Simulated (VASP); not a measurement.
Band structure of VCu3S4 (sg215). Computed with r2SCAN meta-GGA, VASP's PBE PAW potentials (set 64) (plane waves; VASP).

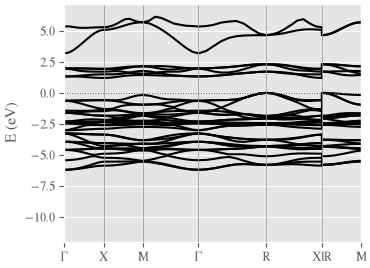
Bands along high-symmetry lines, zero at the valence-band maximum or, without a gap, the Fermi level

Problem. Read the plot: is there a gap, and where are the band edges?

Solution. The gap is indirect, 1.20 eV, from the valence maximum at R to the conduction minimum at X.

The compound is VCu3S4 in the sg215 structure. It was relaxed first. The run is not spin-polarised, so no magnetic state was tried.
